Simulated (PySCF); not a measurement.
```yaml
atoms:
  - { symbol: B, position_ang: [3.7308, 0.9388, 0.8413] }
  - { symbol: N, position_ang: [2.4080, 0.5217, 0.7476] }
  - { symbol: B, position_ang: [1.5297, 0.5727, -0.3894] }
  - { symbol: N, position_ang: [0.2198, 0.1056, -0.3045] }
  - { symbol: C, position_ang: [-0.7309, 0.1238, -1.4039] }
  - { symbol: C, position_ang: [-2.1005, 0.0183, -0.7381] }
  - { symbol: C, position_ang: [-1.8039, -0.9184, 0.4286] }
  - { symbol: C, position_ang: [-0.4141, -0.4606, 0.8790] }
  - { symbol: H, position_ang: [4.3441, 0.8381, 1.8396] }
  - { symbol: H, position_ang: [1.9831, 0.1239, 1.5837] }
  - { symbol: H, position_ang: [1.9138, 1.0160, -1.4030] }
  - { symbol: H, position_ang: [-0.5665, -0.7404, -2.0628] }
  - { symbol: H, position_ang: [-0.6133, 1.0306, -1.9983] }
  - { symbol: H, position_ang: [-2.8643, -0.3657, -1.4112] }
  - { symbol: H, position_ang: [-2.4140, 0.9950, -0.3670] }
  - { symbol: H, position_ang: [-1.7647, -1.9496, 0.0748] }
  - { symbol: H, position_ang: [-2.5385, -0.8531, 1.2292] }
  - { symbol: H, position_ang: [-0.5013, 0.3060, 1.6606] }
  - { symbol: H, position_ang: [0.1728, -1.2934, 1.2808] }
```

Geometry: GFN2-xTB.

Theory: UKS B3LYP, pcH-1 on B C H N, non-relativistic, mean-field spin-orbit, GIAO in PySCF 2.14.0, density-fitted response routines.

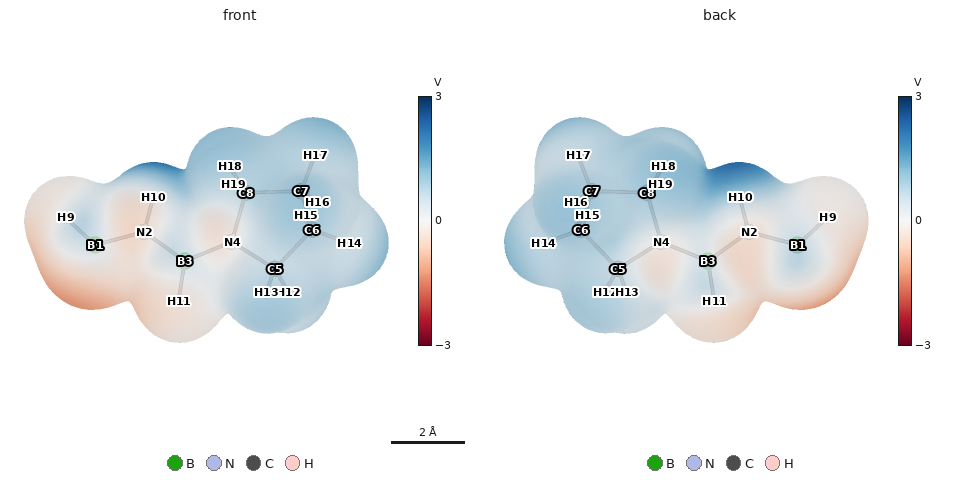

C$_{4}$H$_{11}$B$_{2}$N$_{2}$ (SMILES [BH]NBN1CCCC1) (doublet). The molecular electrostatic potential painted on the density surface at 0.004 e/bohr³, seen from the front and from behind; the colour scale runs from red (negative) to blue (positive).

Q: Describe the electrostatic potential map.

A: The most negative region (about −1.2 V, or −28 kcal/mol for a unit charge) lies over B1, the most positive (about +2.2 V, or +51 kcal/mol for a unit charge) over H10.
